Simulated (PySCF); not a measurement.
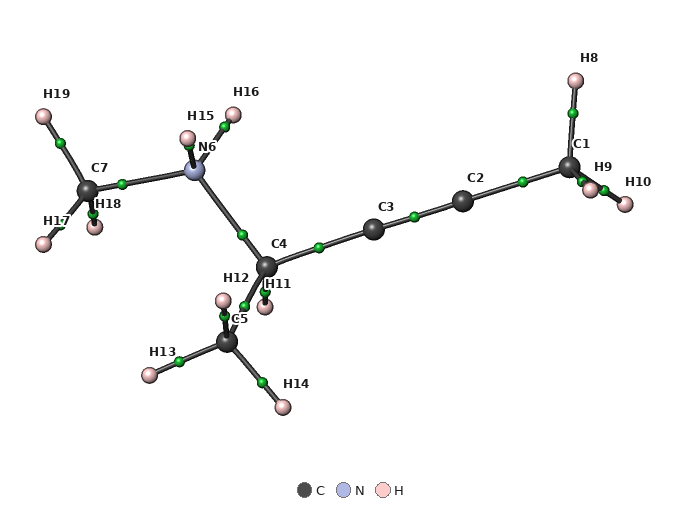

Figure. C₆H₁₂N, charge +1, SMILES `CC#CC(C)[NH2+]C`. Molecular graph of the electron density (QTAIM): bond paths, bond critical points (green), ring points (magenta, if any); weak paths are dashed.

Method: HF/def2-SVPD; geometry: GFN2-xTB; program: PySCF. No frequency check shows the geometry to be a minimum.

Geometry (Å), atoms numbered from 1:

```
C1      -3.4552    0.3695   -0.1056
C2      -2.0507    0.1298    0.0694
C3      -0.8754   -0.0622    0.2243
C4       0.5353   -0.3495    0.4066
C5       0.9093   -1.6973   -0.1908
N6       1.3242    0.7612   -0.2664
C7       2.7645    0.7940    0.0496
H8      -3.6167    1.3645   -0.5177
H9      -3.8752   -0.3698   -0.7858
H10     -3.9624    0.2983    0.8552
H11      0.7872   -0.3174    1.4726
H12      0.7281   -1.7102   -1.2636
H13      1.9448   -1.9569    0.0091
H14      0.2832   -2.4640    0.2579
H15      1.1943    0.6572   -1.2810
H16      0.8922    1.6529    0.0056
H17      3.2495   -0.1110   -0.3085
H18      2.9046    0.8700    1.1264
H19      3.2346    1.6522   -0.4263
```

Q: How many critical points of each kind are there, and does the count close?

A: 19 nuclei, 18 bond, 0 ring and 0 cage critical points: 19 − 18 + 0 − 0 = 1, as the Poincaré–Hopf relation requires.

Q: What does the calculation give at each kind of bond critical point?

A:
| bond | length (Å) | ρ (a.u.) | ∇²ρ (a.u.) | ε | H (a.u.) |
| --- | --- | --- | --- | --- | --- |
| C2–C3 | 1.201 | 0.399 | −1.05 | 0.02 | −0.581 |
| N6–H16 | 1.028 | 0.338 | −1.74 | 0.00 | −0.469 |
| N6–H15 | 1.028 | 0.338 | −1.73 | 0.00 | −0.466 |
| C7–H17 | 1.087 | 0.293 | −1.19 | 0.04 | −0.331 |
| C4–H11 | 1.096 | 0.292 | −1.18 | 0.03 | −0.327 |
| C7–H19 | 1.088 | 0.292 | −1.18 | 0.04 | −0.330 |
| C7–H18 | 1.089 | 0.291 | −1.18 | 0.04 | −0.329 |
| C5–H14 | 1.087 | 0.287 | −1.13 | 0.01 | −0.322 |
| C5–H13 | 1.086 | 0.286 | −1.10 | 0.02 | −0.319 |
| C3–C4 | 1.451 | 0.285 | −0.81 | 0.03 | −0.264 |
| C5–H12 | 1.088 | 0.284 | −1.09 | 0.02 | −0.316 |
| C1–H9 | 1.089 | 0.284 | −1.10 | 0.01 | −0.316 |
| C1–H10 | 1.089 | 0.284 | −1.11 | 0.01 | −0.316 |
| C1–C2 | 1.436 | 0.284 | −0.86 | 0.00 | −0.298 |
| C1–H8 | 1.089 | 0.283 | −1.10 | 0.01 | −0.314 |
| C4–C5 | 1.521 | 0.257 | −0.69 | 0.01 | −0.228 |
| N6–C7 | 1.475 | 0.244 | −0.40 | 0.00 | −0.360 |
| C4–N6 | 1.520 | 0.223 | −0.44 | 0.06 | −0.301 |

Q: What kind of interaction is N6–C7?

A: Shared-shell (covalent): ρ = 0.244, ∇²ρ = −0.40, H = −0.360 a.u.
